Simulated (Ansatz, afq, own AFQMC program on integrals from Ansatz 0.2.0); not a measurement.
# BH3Cl (doublet): AFQMC on the coupled-cluster ladder at distance B1–H4 along a hydrogen transfer = 1.504 Å, cc-pVTZ

Aim: compute BH3Cl (doublet) with auxiliary-field quantum Monte Carlo on the same integrals as coupled cluster, and set the energies side by side.

The runs use Ansatz 0.2.0, Gaussian basis, and an in-house AFQMC program (afq) on its integrals; all values are calculated; cc-pVTZ, frozen cores.

Plan: PBE (unrestricted); r2SCAN (unrestricted); PBE0 (unrestricted); CCSD(T) on UHF; B3LYP (unrestricted); wB97M-V (unrestricted); B2PLYP (unrestricted); Phaseless AFQMC, CISD trial on UHF; Phaseless AFQMC, single-determinant trial on UHF.

**1. The system**

The geometry derives from fragments relaxed apart (PBE0/def2-TZVP) and kept rigid, so it is no stationary point. A hydrogen atom is moved between rigid fragments.

5 atoms, charge 0, spin multiplicity 2.

Atoms are counted from 1 here; the program's logs count them from 0.

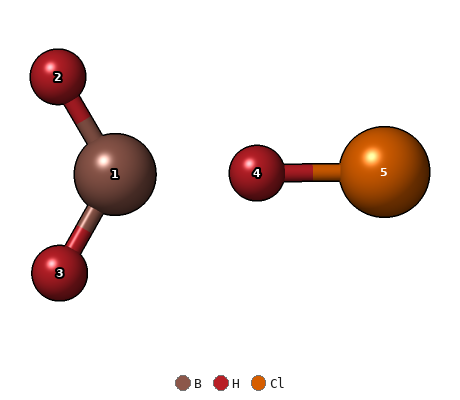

The geometry (boron brown, hydrogen red, chlorine orange); atoms are numbered from 1 in the order of the file.

**2. PBE (unrestricted)**

The input, in.yaml:

```yaml
crystal:
  periodic: [false, false, false]
  atoms:
    - {symbol: B, position_ang: [-2.059248, 0.000000, 0.000000]}
    - {symbol: H, position_ang: [-2.655982, 1.033571, 0.000000]}
    - {symbol: H, position_ang: [-2.655982, -1.033571, 0.000000]}
    - {symbol: H, position_ang: [-0.555248, 0.000000, 0.000000]}
    - {symbol: Cl, position_ang: [0.794752, 0.000000, 0.000000]}
basis:
  gaussian: {orbitals: cc-pVTZ}
magnetization: {spin_polarized: true, initial_magnetization: 1}
hamiltonian: {xc: {name: PBE}}
output: {orbitals: {seedname: orbitals}}
```

The run is started by

```
ansatz run in.yaml --threads 1 --pin off --events-out ev --progress --plain --max-ram 8192MiB --backend cpu
```

Log:

```text
Functional definition: PBE
  name "PBE"
  cite "Perdew, Burke & Ernzerhof, Phys. Rev. Lett. 77, 3865 (1996) doi:10.1103/PhysRevLett.77.3865"
  parent pbe
  parameter kappa = 0.804
  parameter beta = 0.06672455060314922
  exchange = pbe_x(kappa = kappa, mu = beta*pi^2/3)
  correlation = pbe_c(beta = beta)
665 factors; their error is unknown
mean field evaluation 1: about -13237.8524 eV, gradient 1.3e1 eV
mean field evaluation 2: about -13238.1173 eV, gradient 1.1e1 eV
mean field evaluation 4: about -13239.0244 eV, gradient 1.1e0 eV
mean field evaluation 8: about -13239.0094 eV, gradient 2.2e-1 eV
mean field evaluation 16: about -13239.0095 eV, gradient 2.0e-5 eV
mean field -13239.00953861 eV, -486.5246268210 hartree, gradient 2.0e-5 eV, S^2 0.752765; 3 other end points of the search recorded, 0 dependent functions left out
reference -13239.00957382 eV, -486.5246281149 hartree; 13, 12 occupied and 93, 94 virtual orbitals, 665 factors
Total energy: -13239.00957382 eV, -486.5246281149 hartree
```

Wall time 2.7 s (1 thread of AMD EPYC 7R13 (Zen 3), shared host); peak memory 1.9 GiB.

From the report: ⟨S²⟩ of the determinant 0.753 (pure doublet: 0.75).

**3. r2SCAN (unrestricted)**

in.yaml: that of step 2 with these lines changed.

```diff
@@ -11,3 +11,2 @@
 magnetization: {spin_polarized: true, initial_magnetization: 1}
-hamiltonian: {xc: {name: PBE}}
-output: {orbitals: {seedname: orbitals}}
+hamiltonian: {xc: {name: r2SCAN}}
```

Same command.

Log:

```text
Functional definition: r2SCAN
  name "r2SCAN"
  cite "Furness, Kaplan, Ning, Perdew & Sun, J. Phys. Chem. Lett. 11, 8208 (2020) doi:10.1021/acs.jpclett.0c02405"
  cite "Furness, Kaplan, Ning, Perdew & Sun, J. Phys. Chem. Lett. 11, 9248 (2020) doi:10.1021/acs.jpclett.0c03077"
  parent r2scan
  parameter k0 = 0.174
  parameter k1 = 0.065
  parameter a1 = 4.9479
  exchange = r2scan_x(k0 = k0, k1 = k1, a1 = a1)
  correlation = r2scan_c
665 factors; their error is unknown
mean field evaluation 1: about -13243.3681 eV, gradient 1.1e1 eV
mean field evaluation 2: about -13243.7751 eV, gradient 8.0e0 eV
mean field evaluation 4: about -13244.1753 eV, gradient 9.2e-1 eV
mean field evaluation 8: about -13244.1597 eV, gradient 2.3e-1 eV
mean field evaluation 16: about -13244.1599 eV, gradient 7.3e-5 eV
mean field -13244.15988846 eV, -486.7138986868 hartree, gradient 7.3e-5 eV, S^2 0.755715; 0 other end points of the search recorded, 0 dependent functions left out
reference -13244.15989992 eV, -486.7138991082 hartree; 13, 12 occupied and 93, 94 virtual orbitals, 665 factors
Total energy: -13244.15989992 eV, -486.7138991082 hartree
```

It took 3.2 s on 1 thread of AMD EPYC 7R13 (Zen 3), shared host; peak memory 1.9 GiB.

From the report: ⟨S²⟩ of the determinant 0.756 (pure doublet: 0.75).

**4. PBE0 (unrestricted)**

in.yaml: that of step 3 with these lines changed.

```diff
@@ -11,2 +11,3 @@
 magnetization: {spin_polarized: true, initial_magnetization: 1}
-hamiltonian: {xc: {name: r2SCAN}}
+hamiltonian: {xc: {name: PBE0}}
+output: {orbitals: {seedname: orbitals}}
```

The command is unchanged.

Log:

```text
Functional definition: PBE0
  name "PBE0"
  cite "Adamo & Barone, J. Chem. Phys. 110, 6158 (1999) doi:10.1063/1.478522"
  cite "Perdew, Burke & Ernzerhof, Phys. Rev. Lett. 77, 3865 (1996) doi:10.1103/PhysRevLett.77.3865"
  parent pbe
  parameter a = 0.25
  parameter kappa = 0.804
  parameter beta = 0.06672455060314922
  exchange = (1 - a)*pbe_x(kappa = kappa, mu = beta*pi^2/3) + a*exact_x
  correlation = pbe_c(beta = beta)
691 factors; their error is unknown
mean field evaluation 1: about -13239.7362 eV, gradient 8.6e0 eV
mean field evaluation 2: about -13240.0964 eV, gradient 4.7e0 eV
mean field evaluation 4: about -13240.2082 eV, gradient 3.0e-1 eV
mean field evaluation 8: about -13240.2785 eV, gradient 3.0e-2 eV
mean field evaluation 16: about -13240.2785 eV, gradient 7.8e-6 eV
mean field -13240.27851910 eV, -486.5712609938 hartree, gradient 7.8e-6 eV, S^2 0.754939; 0 other end points of the search recorded, 0 dependent functions left out
reference -13240.27854558 eV, -486.5712619670 hartree; 13, 12 occupied and 93, 94 virtual orbitals, 691 factors
Total energy: -13240.27854558 eV, -486.5712619670 hartree
```

Run time: 1.8 s. Hardware: 1 thread of AMD EPYC 7R13 (Zen 3), shared host; peak memory 1.9 GiB.

From the report: ⟨S²⟩ of the determinant 0.755 (pure doublet: 0.75).

**5. CCSD(T) on UHF**

in.yaml: that of step 4 with these lines changed.

```diff
@@ -11,3 +11,2 @@
 magnetization: {spin_polarized: true, initial_magnetization: 1}
-hamiltonian: {xc: {name: PBE0}}
-output: {orbitals: {seedname: orbitals}}
+correlation: {method: ccsd_t, electrons: outside_noble_gas, hamiltonian_folder: ham}
```

The run is started by

```
ansatz run in.yaml --threads 1 --pin off --events-out ev --progress --plain --max-ram 24576MiB --backend cuda --devices 0, --max-vram 18GiB
```

Log, cut to the lines that bear on the results:

```text
Functional definition: HF
  name "HF"
  cite "Fock, Z. Phys. 61, 126 (1930) doi:10.1007/BF01340294"
  parent pbe
[...]
601 factors; integrals over basis functions are off by at most 1.6e-3 eV
[...]
mean field -13220.68321777 eV, -485.8511469521 hartree, gradient 3.4e-6 eV, S^2 0.769666; 1 other end points of the search recorded, 0 dependent functions left out
determinant -13220.68321777 eV, -485.8511469521 hartree, with singles and doubles -13229.90746321 eV, -486.1901317197 hartree
determinant -13218.55116424 eV, -485.7727954302 hartree, with singles and doubles -13227.99453413 eV, -486.1198328725 hartree
6 core orbitals not correlated: weight in the atoms' cores, before any rotation towards them, 1.000 or more for the frozen orbitals, at most 0.000 for the correlated occupied ones
reference -13220.68321777 eV, -485.8511469521 hartree; 7, 6 occupied and 93, 94 virtual orbitals, 601 factors
second order -8.10189853 eV of doubles, -0.00000000 eV of singles
cycle   1  -9.11242398 eV  change   -4.5e-1 eV  update   1.7e-2
[...]
cycle   8  -9.12605857 eV  change   -4.9e-6 eV  update   1.3e-5
perturbative correction -0.31080664 eV, -0.0114219332 hartree
Total energy: -13230.12008298 eV, -486.1979453519 hartree
```

Wall time 9 s (1 × NVIDIA H100 80GB HBM3 with 1 thread of AMD EPYC 7R13 (Zen 3), shared host); peak host memory 1.9 GiB.

From the report: ⟨S²⟩ of the determinant 0.770 (pure doublet: 0.75); correlation -9.4369 eV; T1 0.012; largest double amplitude 0.04.

This run also writes the integrals to the folder ham.

**6. B3LYP (unrestricted)**

in.yaml: that of step 5 with these lines changed.

```diff
@@ -11,2 +11,2 @@
 magnetization: {spin_polarized: true, initial_magnetization: 1}
-correlation: {method: ccsd_t, electrons: outside_noble_gas, hamiltonian_folder: ham}
+hamiltonian: {xc: {name: B3LYP}}
```

The run is started by

```
ansatz run in.yaml --threads 1 --pin off --events-out ev --progress --plain --max-ram 8192MiB --backend cpu
```

Log, cut to the lines that bear on the results:

```text
Functional definition: B3LYP
  name "B3LYP"
  cite "Stephens, Devlin, Chabalowski & Frisch, J. Phys. Chem. 98, 11623 (1994) doi:10.1021/j100096a001"
  cite "Becke, Phys. Rev. A 38, 3098 (1988) doi:10.1103/PhysRevA.38.3098"
  cite "Lee, Yang & Parr, Phys. Rev. B 37, 785 (1988) doi:10.1103/PhysRevB.37.785"
  cite "Vosko, Wilk & Nusair, Can. J. Phys. 58, 1200 (1980) doi:10.1139/p80-159"
[...]
680 factors; their error is unknown
[...]
mean field -13246.30289782 eV, -486.7926528283 hartree, gradient 2.1e-5 eV, S^2 0.753858; 0 other end points of the search recorded, 0 dependent functions left out
reference -13246.30312346 eV, -486.7926611205 hartree; 13, 12 occupied and 93, 94 virtual orbitals, 680 factors
Total energy: -13246.30312346 eV, -486.7926611205 hartree
```

Run time: 1.7 s. Hardware: 1 thread of AMD EPYC 7R13 (Zen 3), shared host; peak memory 1.9 GiB.

From the report: ⟨S²⟩ of the determinant 0.754 (pure doublet: 0.75).

**7. wB97M-V (unrestricted)**

in.yaml: that of step 6 with these lines changed.

```diff
@@ -11,2 +11,3 @@
 magnetization: {spin_polarized: true, initial_magnetization: 1}
-hamiltonian: {xc: {name: B3LYP}}
+hamiltonian: {xc: {name: wB97M-V}}
+output: {orbitals: {seedname: orbitals}}
```

The command is unchanged.

Log, cut to the lines that bear on the results:

```text
Functional definition: wB97M-V
  name "wB97M-V"
  cite "Mardirossian & Head-Gordon, J. Chem. Phys. 144, 214110 (2016) doi:10.1063/1.4952647"
  cite "Becke, J. Chem. Phys. 107, 8554 (1997) doi:10.1063/1.475007"
  cite "Vydrov & Van Voorhis, J. Chem. Phys. 133, 244103 (2010) doi:10.1063/1.3521275"
  # Of w^i u^j: cxij and so on, Table III.
[...]
  gx(w, u) = 1 - cx + cx01*u + cx10*w
  gss(w, u) = css00 + css04*u^4 + css10*w + css20*w^2 + css43*w^4*u^3
  gos(w, u) = cos00 + cos10*w + (cos20 + cos21*u)*w^2 + (cos60 + cos61*u)*w^6
[...]
      + integral(e_c_pw_mod_opposite_spin*gos(b97_w_opposite, b97_u_opposite)) + vv10(b, c)
668 factors; their error is unknown
141 factors; integrals over basis functions are off by at most 6.8e-5 eV
[...]
mean field -13244.01946376 eV, -486.7087381745 hartree, gradient 4.6e-5 eV, S^2 0.753054; 0 other end points of the search recorded, 0 dependent functions left out
reference -13244.01950308 eV, -486.7087396192 hartree; 13, 12 occupied and 93, 94 virtual orbitals, 668 factors
Total energy: -13244.01950308 eV, -486.7087396192 hartree
```

Wall time 5.5 s (1 thread of AMD EPYC 7R13 (Zen 3), shared host); peak memory 1.9 GiB.

From the report: ⟨S²⟩ of the determinant 0.753 (pure doublet: 0.75).

**8. B2PLYP (unrestricted)**

in.yaml: that of step 7 with these lines changed.

```diff
@@ -11,3 +11,3 @@
 magnetization: {spin_polarized: true, initial_magnetization: 1}
-hamiltonian: {xc: {name: wB97M-V}}
-output: {orbitals: {seedname: orbitals}}
+hamiltonian: {xc: {name: B2PLYP}}
+correlation: {electrons: outside_noble_gas}
```

Same command.

Log, cut to the lines that bear on the results:

```text
Functional definition: B2PLYP
  name "B2PLYP"
  cite "Grimme, J. Chem. Phys. 124, 034108 (2006) doi:10.1063/1.2148954"
  cite "Becke, Phys. Rev. A 38, 3098 (1988) doi:10.1103/PhysRevA.38.3098"
  cite "Lee, Yang & Parr, Phys. Rev. B 37, 785 (1988) doi:10.1103/PhysRevB.37.785"
[...]
601 factors; integrals over basis functions are off by at most 1.6e-3 eV
[...]
mean field -13238.45782527 eV, -486.5043517297 hartree, gradient 7.8e-6 eV, S^2 0.758893; 0 other end points of the search recorded, 0 dependent functions left out
6 core orbitals not correlated: weight in the atoms' cores, before any rotation towards them, 1.000 or more for the frozen orbitals, at most 0.000 for the correlated occupied ones
reference -13238.45796849 eV, -486.5043569929 hartree; 7, 6 occupied and 93, 94 virtual orbitals, 601 factors
second order -9.87647212 eV of doubles, -0.00000000 eV of singles
Total energy: -13241.12461596 eV, -486.6023544800 hartree
```

It took 2.5 s on 1 thread of AMD EPYC 7R13 (Zen 3), shared host; peak memory 1.9 GiB.

From the report: ⟨S²⟩ of the determinant 0.759 (pure doublet: 0.75).

**9. Phaseless AFQMC, CISD trial on UHF**

It reads the integrals that the CCSD(T) run on this determinant wrote.

The run is started by

```
afq ham --method phaseless --trial cisd --walkers 900 --populations 20 --least-time 60 --time-step 0.005 --steps-per-block 50 --equilibration-blocks 28 --max-blocks 4000 --target-error 0.00021 --factor-cut 1e-05 --start spin_pure --seed 1640 --release-times 0.24,0.51,0.99,1.62,2.4 --release-step 0.03 --release-every 3 --taylor-order 6
```

Log:

```text
orbitals 100  electrons 7 6  factors 594 of 601
reference energy -485.85114695 Eh
CCSD correlation -0.33537642 Eh in 11 cycles, weight of the determinant in the CISD state 0.8719
energy of the start -486.185529 Eh
 block  time / (1/Eh)  mean weight  energy / Eh
     1     0.250  0.9991  -486.181191
     2     0.500  0.9998  -486.186134
     3     0.750  1.0006  -486.189193
     4     1.000  1.0004  -486.191448
     5     1.250  0.9999  -486.194274
     6     1.500  0.9997  -486.196760
     7     1.750  1.0004  -486.198545
     8     2.000  0.9995  -486.197554
     9     2.250  0.9998  -486.197375
    10     2.500  0.9994  -486.199567
    13     3.250  1.0007  -486.199667
    16     4.000  1.0004  -486.202376
    19     4.750  1.0003  -486.201028
    22     5.500  1.0000  -486.199393
    25     6.250  0.9995  -486.197849
    28     7.000  1.0003  -486.199059
    31     7.750  1.0003  -486.198264
    34     8.500  0.9998  -486.199882
    37     9.250  0.9992  -486.198632
    40    10.000  1.0000  -486.200159
    43    10.750  1.0007  -486.199016
    46    11.500  0.9993  -486.197461
    49    12.250  1.0006  -486.199375
    52    13.000  1.0003  -486.198504
    55    13.750  1.0002  -486.199618
    58    14.500  1.0002  -486.200984
    61    15.250  1.0004  -486.199735
    64    16.000  1.0008  -486.198895
    67    16.750  0.9996  -486.199638
    70    17.500  0.9999  -486.198327
    73    18.250  0.9996  -486.196244
    76    19.000  0.9997  -486.196340
    79    19.750  1.0001  -486.198216
    82    20.500  1.0002  -486.201548
    85    21.250  1.0003  -486.201011
    88    22.000  1.0005  -486.200512
    91    22.750  0.9990  -486.200128
    94    23.500  0.9995  -486.198912
    97    24.250  0.9998  -486.197275
   100    25.000  1.0001  -486.198191
   103    25.750  0.9995  -486.197342
   106    26.500  1.0002  -486.198729
   109    27.250  1.0013  -486.197982
   112    28.000  1.0003  -486.198648
   115    28.750  1.0001  -486.199134
   118    29.500  1.0010  -486.199230
   121    30.250  1.0002  -486.197842
   124    31.000  1.0002  -486.198656
   127    31.750  0.9988  -486.200892
   130    32.500  0.9996  -486.199826
   133    33.250  1.0001  -486.198197
   136    34.000  0.9996  -486.199122
error from the spread of 20 populations
released: time / (1/Eh)  energy / Eh  error  mean overlap
  0.24  -486.199031  0.000142  1.0020
  0.51  -486.199288  0.000161  0.9968
  0.99  -486.199399  0.000220  0.9931
  1.62  -486.199352  0.000216  0.9905
  2.40  -486.199570  0.000271  0.9997
energy -486.199095 +/- 0.000187 Eh
```

It took 2 min on 1 × NVIDIA H100 80GB HBM3 with 2 threads of AMD EPYC 7R13 (Zen 3), shared host; peak host memory 1.9 GiB.

Energy -13230.1514 ± 0.0051 eV. Caveats: constraint bias not in the error.

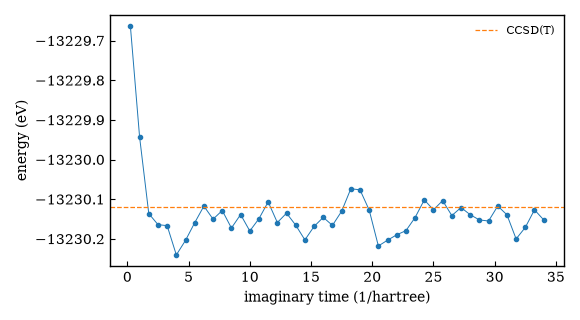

Block energies along the walk.

**10. Phaseless AFQMC, single-determinant trial on UHF**

It reads the integrals that the CCSD(T) run on this determinant wrote.

The run is started by

```
afq ham --method phaseless --trial hf --walkers 900 --populations 10 --least-time 40 --time-step 0.005 --steps-per-block 20 --equilibration-blocks 112 --max-blocks 4000 --target-error 0.0010500000000000002 --factor-cut 1e-05 --start spin_pure --seed 4177 --taylor-order 6
```

Log:

```text
orbitals 100  electrons 7 6  factors 594 of 601
reference energy -485.85114695 Eh
CCSD correlation -0.33537642 Eh in 11 cycles, weight of the determinant in the CISD state 0.8719
energy of the start -485.851689 Eh
 block  time / (1/Eh)  mean weight  energy / Eh
     1     0.100  1.0013  -485.938652
     2     0.200  1.0022  -485.998914
     3     0.300  1.0022  -486.044753
     4     0.400  1.0026  -486.077144
     5     0.500  1.0022  -486.102719
     6     0.600  1.0021  -486.118918
     7     0.700  1.0012  -486.132409
     8     0.800  1.0029  -486.137980
     9     0.900  1.0006  -486.146395
    10     1.000  1.0004  -486.150169
    17     1.700  1.0004  -486.176720
    25     2.500  0.9988  -486.191786
    33     3.300  1.0000  -486.199318
    41     4.100  1.0004  -486.197732
    49     4.900  0.9999  -486.196561
    57     5.700  1.0008  -486.203012
    65     6.500  1.0008  -486.208805
    73     7.300  1.0011  -486.205606
    81     8.100  0.9997  -486.197159
    89     8.900  0.9997  -486.207513
    97     9.700  0.9997  -486.196305
   105    10.500  0.9997  -486.203312
   113    11.300  1.0013  -486.199127
   121    12.100  0.9996  -486.192751
   129    12.900  0.9995  -486.191794
   137    13.700  1.0000  -486.186776
   145    14.500  0.9991  -486.202356
   153    15.300  1.0004  -486.200205
   161    16.100  1.0009  -486.196972
   169    16.900  1.0000  -486.203273
   177    17.700  0.9993  -486.197801
   185    18.500  1.0005  -486.206099
   193    19.300  0.9997  -486.192893
   201    20.100  0.9985  -486.206876
   209    20.900  0.9998  -486.193687
   217    21.700  1.0002  -486.199481
   225    22.500  1.0005  -486.197696
   233    23.300  1.0000  -486.201996
   241    24.100  1.0002  -486.205402
   249    24.900  1.0006  -486.204270
   257    25.700  0.9981  -486.201518
   265    26.500  1.0005  -486.192994
   273    27.300  1.0003  -486.196300
   281    28.100  1.0003  -486.203346
   289    28.900  1.0007  -486.191874
   297    29.700  1.0003  -486.197722
   305    30.500  1.0000  -486.192544
   313    31.300  1.0009  -486.190556
   321    32.100  1.0001  -486.190931
error from the spread of 10 populations
energy -486.198132 +/- 0.000994 Eh
```

It took 29 s on 1 × NVIDIA H100 80GB HBM3 with 2 threads of AMD EPYC 7R13 (Zen 3), shared host; peak host memory 1.9 GiB.

Energy -13230.1252 ± 0.0270 eV. Caveats: constraint bias not in the error.

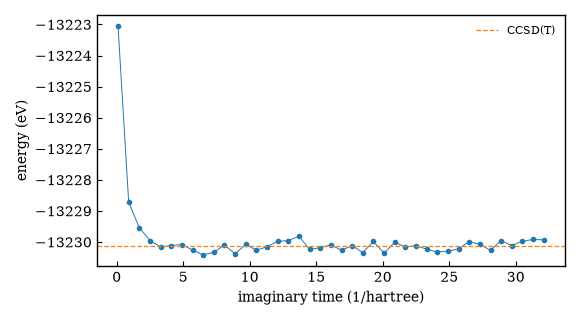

Block energies along the walk.

**11. AFQMC on the ladder**

On the UHF determinant, counted from CCSD(T) (a yardstick, not exact):

| level | energy (eV) | from CCSD(T) (kJ/mol) | statistical error (kJ/mol) | time |
| --- | --- | --- | --- | --- |
| HF | -13220.6832 | +910.5 |  |  |
| MP2 | -13228.7851 | +128.8 |  |  |
| CCSD | -13229.8093 | +30.0 |  |  |
| CCSD(T) | -13230.1201 | 0.0 |  |  |
| Phaseless AFQMC, CISD trial, step 0.005, 900 walkers | -13230.1514 | -3.0 | 0.5 | 2 min |
| Phaseless AFQMC, single-determinant trial, step 0.005, 900 walkers | -13230.1252 | -0.5 | 2.6 | 29 s |

The functionals' totals stand on their own zeros and serve differences with other points: PBE -13239.010 eV; r2SCAN -13244.160 eV; PBE0 -13240.279 eV; B3LYP -13246.303 eV; wB97M-V -13244.020 eV; B2PLYP -13241.125 eV.

**12. Outcome**

| quantity | value |
| --- | --- |
| Phaseless AFQMC, CISD trial on UHF from CCSD(T) | -3.0 ± 0.5 kJ/mol |
| Phaseless AFQMC, single-determinant trial on UHF from CCSD(T) | -0.5 ± 2.6 kJ/mol |

**Reading.** On UHF the phaseless walk with the CISD trial lies -3.0 kJ/mol from CCSD(T), 6 times its error bar. Error bars are statistical and leave out the constraint, the time step and what remains of the start.
